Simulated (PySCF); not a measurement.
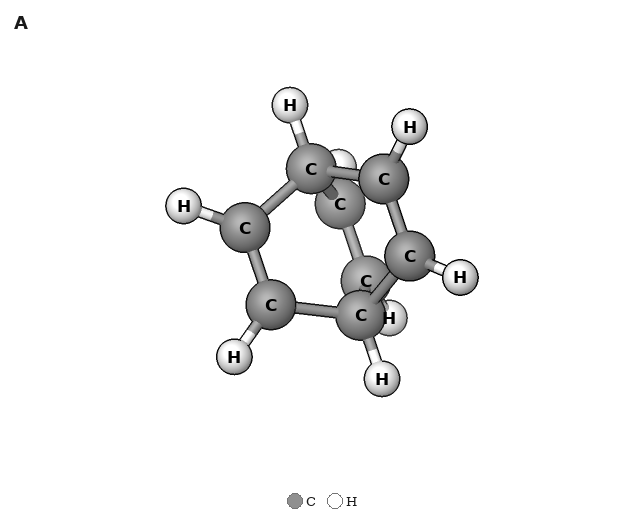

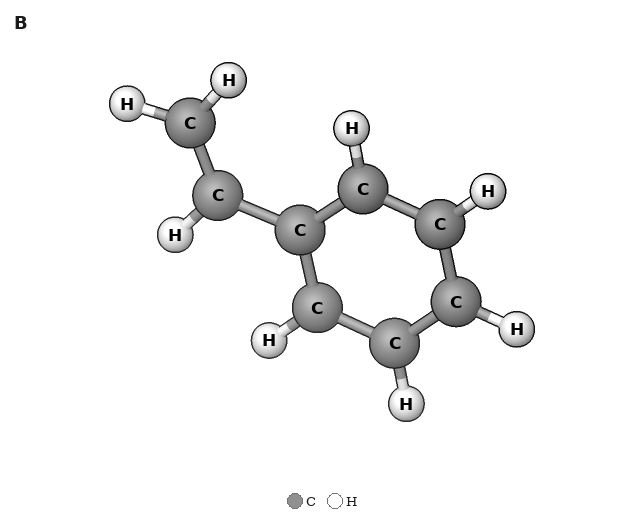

2 stationary structures of one formula. Geometries: PBE0-D3(BJ)/def2-SVP. Electronic energies: PBE0-D3(BJ)/def2-SVP (PySCF 2.14.0), without zero-point energy. No frequency run is at hand to confirm each as a minimum. Each is one conformer, not always the lowest.

### How are they related?

They are constitutional isomers of C8H8: A `C1=CC2C=CC1C=C2`, B `C=Cc1ccccc1`.

### Which is lowest in energy, and by how much?

B is lowest; A lies 38.7 kcal/mol above it.
